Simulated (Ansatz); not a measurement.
**Redistribution: C4H9F + C3H6F2O → C3H6F2 + C4H9FO**

Species: C4H9F (2-fluorobutane) `CCC(C)F`, singlet; C3H6F2O `FCCOCF`, singlet; C3H6F2 `CC(F)CF`, singlet; C4H9FO `CCCOCF`, singlet. The partners trade CH3 for F; both sit on C, so the bond types are kept.

Shapes, held fixed at every level: PBE0-D4/def2-TZVP. Flexible molecules stand in one conformer, not always the lowest. Programs: Ansatz 0.2.0. Electronic energies: no zero-point or thermal term.

```csv
level,kind,ΔE (kJ/mol),less CCSD(T)/CBS estimate
r2SCAN-D4/def2-TZVPP,meta-GGA,+7.3,+0.1
B3LYP-D4/def2-TZVPP,global hybrid,+6.7,-0.5
PBE0-D4/def2-TZVPP,global hybrid,+6.6,-0.6
wB97M-V/def2-TZVPP,range-separated hybrid,+7.0,-0.2
B2PLYP/def2-TZVPP,double hybrid,+7.2,0.0
CCSD(T)/def2-TZVPP,coupled cluster or CI,+6.7,-0.5
CCSD/def2-TZVPP,coupled cluster or CI,+7.2,0.0
CCSD(T)/CBS estimate,coupled cluster or CI,+7.2,0.0
```

The highest level, CCSD(T)/CBS estimate, gives ΔE = +7.2 kJ/mol; the levels span +6.6 to +7.3. The column of differences is taken from that level and isn't an error. No measured value is set beside it here. The CBS estimate extrapolates MP2 from def2-TZVPP and def2-QZVPP and adds CCSD(T) − MP2 in the triple-zeta set, cores frozen.

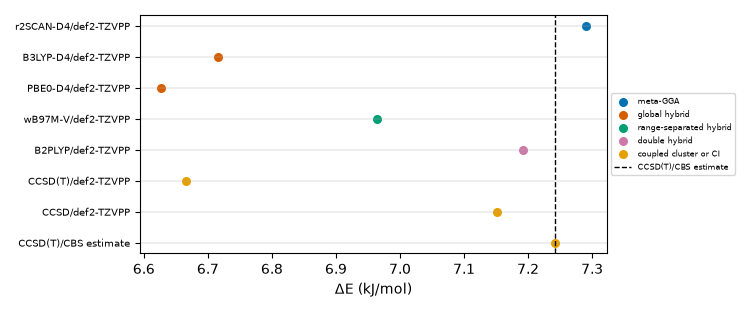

The values of the table, level by level.
